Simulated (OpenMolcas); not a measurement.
Relativistic diatomic calculation for TcBr (part 2 of 2)

Continued. System: TcBr. Method: SA-CASSCF(12,9)/XMS-CASPT2 + RASSI spin-orbit (X2C scalar, AMFI), ANO-RCC-VDZP (OpenMolcas).

**Output (extracts), continued**
```
++ Dipole transition strengths (spin-free states):
     for osc. strength at least  1.00000000E-05
      From   To        Osc. strength     Einstein coefficients Ax, Ay, Az (sec-1)    Total A (sec-1)
         1   10       5.44924186E-04  4.10513483E+03  1.56223904E+03  0.00000000E+00  5.66737387E+03
         1   11       5.44923825E-04  1.56224041E+03  4.10514248E+03  0.00000000E+00  5.66738289E+03
         1    4       1.46217631E-02  0.00000000E+00  0.00000000E+00  5.80652109E+05  5.80652109E+05
         1    7       2.35757268E-03  0.00000000E+00  0.00000000E+00  4.22772871E+05  4.22772871E+05
         1   12       2.14549570E-03  1.83898252E+05  2.27132695E+05  0.00000000E+00  4.11030946E+05
         1   13       2.14544206E-03  2.27129439E+05  1.83891578E+05  0.00000000E+00  4.11021017E+05
         1   14       1.28810976E-05  1.86510055E+03  9.08540250E+02  0.00000000E+00  2.77364080E+03
         1   15       1.29308482E-05  9.12452534E+02  1.87190507E+03  0.00000000E+00  2.78435760E+03
         1   16       7.28816573E-04  1.51568707E+05  6.37176868E+04  0.00000000E+00  2.15286394E+05
         1   17       7.28823910E-04  6.37184220E+04  1.51570201E+05  0.00000000E+00  2.15288623E+05
         1   18       3.09577490E-03  8.34052852E+05  3.71210726E+05  0.00000000E+00  1.20526358E+06
         1   19       3.09578238E-03  3.71211808E+05  8.34055347E+05  0.00000000E+00  1.20526715E+06
        10    4       1.15048619E-03  7.88731139E+03  3.00368724E+03  0.00000000E+00  1.08909986E+04
        10    5       3.42228986E-05  2.62484179E+03  8.21478950E+01  0.00000000E+00  2.70698969E+03
        10    6       3.43574958E-05  8.25876504E+01  2.64104664E+03  0.00000000E+00  2.72363429E+03
        10    7       1.50535458E-03  1.12685318E+05  4.28985016E+04  0.00000000E+00  1.55583819E+05
        10   16       1.22740471E-02  0.00000000E+00  0.00000000E+00  2.39267649E+06  2.39267649E+06
        10   18       4.39705475E-04  0.00000000E+00  0.00000000E+00  1.19802399E+05  1.19802399E+05
        11    4       1.15048302E-03  3.00367148E+03  7.88727140E+03  0.00000000E+00  1.08909429E+04
        11    5       3.42229288E-05  8.21480114E+01  2.62484186E+03  0.00000000E+00  2.70698987E+03
        11    6       3.43575197E-05  2.64104662E+03  8.25873317E+01  0.00000000E+00  2.72363396E+03
        11    7       1.50535213E-03  4.28983860E+04  1.12685069E+05  0.00000000E+00  1.55583455E+05
        11   17       1.22740519E-02  0.00000000E+00  0.00000000E+00  2.39267700E+06  2.39267700E+06
        11   19       4.39716406E-04  0.00000000E+00  0.00000000E+00  1.19805403E+05  1.19805403E+05
         2    5       2.10240422E-03  0.00000000E+00  0.00000000E+00  1.63802515E+05  1.63802515E+05
         2    6       1.30808390E-05  0.00000000E+00  0.00000000E+00  1.02142078E+03  1.02142078E+03
         2   12       1.34987894E-03  1.15203244E+05  3.50208239E+04  0.00000000E+00  1.50224068E+05
         2   13       1.34958315E-03  3.49927875E+04  1.15198529E+05  0.00000000E+00  1.50191316E+05
         2   14       2.29230522E-03  8.94624276E+02  2.96077709E+05  0.00000000E+00  2.96972333E+05
         2   15       2.29246462E-03  2.96102642E+05  8.90918510E+02  0.00000000E+00  2.96993560E+05
         2   16       5.56428623E-04  1.02560963E+05  4.86993872E+03  0.00000000E+00  1.07430902E+05
         2   17       5.56426653E-04  4.87136432E+03  1.02559195E+05  0.00000000E+00  1.07430560E+05
         2   18       1.07979949E-03  2.59197401E+05  3.26228378E+04  0.00000000E+00  2.91820239E+05
         2   19       1.07979209E-03  3.26227222E+04  2.59195709E+05  0.00000000E+00  2.91818431E+05
         3    5       1.31884514E-05  0.00000000E+00  0.00000000E+00  1.02514151E+03  1.02514151E+03
         3    6       2.07471511E-03  0.00000000E+00  0.00000000E+00  1.61627164E+05  1.61627164E+05
         3   12       1.37931207E-03  4.57048521E+04  1.07495090E+05  0.00000000E+00  1.53199942E+05
         3   13       1.37963410E-03  1.07498919E+05  4.57369610E+04  0.00000000E+00  1.53235880E+05
         3   14       2.26036249E-03  2.89775867E+05  2.52838442E+03  0.00000000E+00  2.92304251E+05
         3   15       2.26019500E-03  2.53451821E+03  2.89748641E+05  0.00000000E+00  2.92283160E+05
         3   16       6.04170534E-04  1.21713606E+04  1.04304275E+05  0.00000000E+00  1.16475635E+05
         3   17       6.04162124E-04  1.04305098E+05  1.21689565E+04  0.00000000E+00  1.16474055E+05
         3   18       1.01862896E-03  1.49998632E+04  2.59943876E+05  0.00000000E+00  2.74943739E+05
         3   19       1.01863167E-03  2.59944834E+05  1.49998182E+04  0.00000000E+00  2.74944652E+05
         4    7       1.46240812E-04  0.00000000E+00  0.00000000E+00  7.35029548E+03  7.35029548E+03
         4   12       2.63617096E-04  6.69955285E+03  8.28545070E+03  0.00000000E+00  1.49850035E+04
         4   13       2.63608820E-04  8.28529469E+03  6.69926156E+03  0.00000000E+00  1.49845562E+04
         4   18       1.83591814E-03  2.29359025E+05  1.01757560E+05  0.00000000E+00  3.31116584E+05
         4   19       1.83592355E-03  1.01757970E+05  2.29359859E+05  0.00000000E+00  3.31117828E+05
         5   16       9.78546344E-05  2.42441874E+03  8.92037453E+01  0.00000000E+00  2.51362249E+03
         5   17       9.78546548E-05  8.92035339E+01  2.42442189E+03  0.00000000E+00  2.51362543E+03
         6   16       9.77895128E-05  9.88689584E+01  2.40336667E+03  0.00000000E+00  2.50223563E+03
         6   17       9.77896273E-05  2.40337124E+03  9.88697319E+01  0.00000000E+00  2.50224097E+03
         7   16       2.57132777E-04  2.61832385E+03  1.08630926E+03  0.00000000E+00  3.70463312E+03
         7   17       2.57132763E-04  1.08631103E+03  2.61832664E+03  0.00000000E+00  3.70463767E+03
        12   16       7.37203026E-05  0.00000000E+00  0.00000000E+00  8.25240077E+02  8.25240077E+02
        13   17       7.37233882E-05  0.00000000E+00  0.00000000E+00  8.25272946E+02  8.25272946E+02
 Electric-quadrupole - electric-quadrupole not included
 Electric-dipole - electric-octupole not included
 Electric-dipole - magnetic-quadrupole not included
   Eigenvalues of complex Hamiltonian:
  (Shifted by EMIN (a.u.) =      -6887.9311758290)
 SO State       Relative EMIN(au)   Rel lowest level(eV)    D:o, cm**(-1)      Omega
     1            -0.0005208690        0.0000000000              0.0000         3.0
     2            -0.0005208690        0.0000000000              0.0000         3.0
     3            -0.0003452069        0.0047800082             38.5534         2.0
     4            -0.0003452047        0.0047800685             38.5539         2.0
     5            -0.0002391380        0.0076662895             61.8328         1.0
     6            -0.0002391379        0.0076662932             61.8328         1.0
     7            -0.0002036672        0.0086314997             69.6177         0.0
     8             0.0194560005        0.5435983122           4384.4161         0.0
     9             0.0195177504        0.5452786130           4397.9686         1.0
    10             0.0195177507        0.5452786191           4397.9687         1.0
    11             0.0197052808        0.5503815754           4439.1268         2.0
    12             0.0197052872        0.5503817475           4439.1282         2.0
    13             0.0345967087        0.9555979718           7707.4174         3.0
    14             0.0345967087        0.9555979717           7707.4174         3.0
    15             0.0348293146        0.9619275008           7758.4685         4.0
    16             0.0348293155        0.9619275247           7758.4687         4.0
    17             0.0355111775        0.9804819333           7908.1201         2.0
    18             0.0355317178        0.9810408635           7912.6282         2.0
    19             0.0367183907        1.0133318792           8173.0728         1.0
    20             0.0367184047        1.0133322609           8173.0759         1.0
    21             0.0379255979        1.0461816594           8438.0241         3.0
    22             0.0379255979        1.0461816592           8438.0241         3.0
    23             0.0380822084        1.0504432479           8472.3962         0.0
    24             0.0381836752        1.0532043027           8494.6656         0.0
    25             0.0396936467        1.0942927191           8826.0660         2.0
    26             0.0397304755        1.0952948831           8834.1490         2.0
    27             0.0398128199        1.0975355868           8852.2215         1.0
    28             0.0398128199        1.0975355869           8852.2215         1.0
    29             0.0411824396        1.1348048367           9152.8183         1.0
    30             0.0411824454        1.1348049943           9152.8195         1.0
    31             0.0424115502        1.1682506400           9422.5769         0.0
    32             0.0424145634        1.1683326357           9423.2382         0.0
    33             0.0550643013        1.5125495384          12199.5348         2.0
    34             0.0550643031        1.5125495870          12199.5352         2.0
    35             0.0551700741        1.5154277625          12222.7492         1.0
    36             0.0551700743        1.5154277676          12222.7492         1.0
    37             0.0552054507        1.5163904099          12230.5135         0.0
    38             0.0851564020        2.3313973147          18803.9875         4.0
    39             0.0851564023        2.3313973211          18803.9875         4.0
    40             0.0860428773        2.3555195339          18998.5463         3.0
    41             0.0860428774        2.3555195376          18998.5463         3.0
    42             0.0870528778        2.3830030493          19220.2158         2.0
    43             0.0871080464        2.3845042622          19232.3239         2.0
    44             0.0882534087        2.4156711593          19483.7019         1.0
    45             0.0882534100        2.4156711955          19483.7022         1.0
    46             0.0895583826        2.4511813076          19770.1105         0.0
    47             0.0895604379        2.4512372347          19770.5616         0.0
    48             0.0944563412        2.5844615522          20845.0882         0.0
    49             0.0944615264        2.5846026476          20846.2262         1.0
    50             0.0944615278        2.5846026869          20846.2265         1.0
    51             0.0944831126        2.5851900372          20850.9638         2.0
    52             0.0944836884        2.5852057050          20851.0902         2.0
    53             0.0950470235        2.6005348362          20974.7280         3.0
    54             0.0950470235        2.6005348352          20974.7280         3.0
    55             0.0962728648        2.6338916751          21243.7690         2.0
    56             0.0962859096        2.6342466444          21246.6321         2.0
    57             0.0972684883        2.6609839732          21462.2832         1.0
    58             0.0972685144        2.6609846829          21462.2889         1.0
    59             0.0980638537        2.6826269665          21636.8457         0.2
    60             0.0981488985        2.6849411533          21655.5108         0.2
    61             0.0988053981        2.7028054180          21799.5959         1.0
    62             0.0988053986        2.7028054324          21799.5960         1.0
    63             0.1005940294        2.7514765559          22192.1551         5.0
    64             0.1005940295        2.7514765568          22192.1551         5.0
    65             0.1007970034        2.7569997598          22236.7027         4.0
    66             0.1008016785        2.7571269752          22237.7288         4.0
    67             0.1010649363        2.7642905846          22295.5072         3.0
    68             0.1010649754        2.7642916486          22295.5157         3.0
    69             0.1014109450        2.7737059626          22371.4473         2.0
    70             0.1014227634        2.7740275573          22374.0411
```

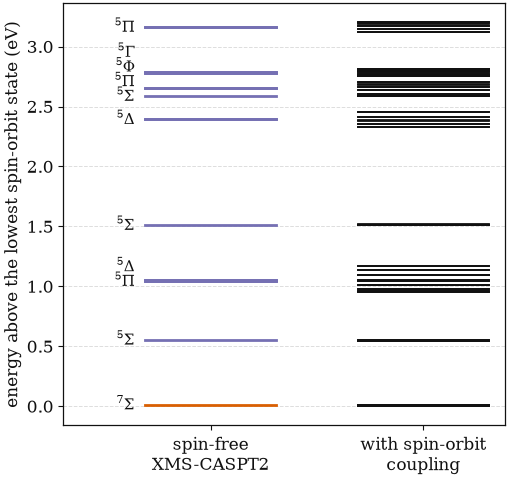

*States up to 3.5 eV at 2.500 Å, without spin-orbit coupling (left, a colour for each spin multiplicity) and with it (right, where close levels merge).*

The spin-free states run ⁷Σ (0.00 eV), ⁵Σ (0.54 eV), ⁵Π (1.03 eV), ⁵Δ (1.04 eV), ⁵Σ (1.50 eV), ⁵Δ (2.38 eV) from the lowest. The lowest spin-orbit levels have |Ω| = 3 (0 cm⁻¹), 2 (39 cm⁻¹), 1 (62 cm⁻¹), 0 (70 cm⁻¹), 0 (4,384 cm⁻¹).

Outcome of the run: converged; components of a degenerate state are split by 13 cm⁻¹.
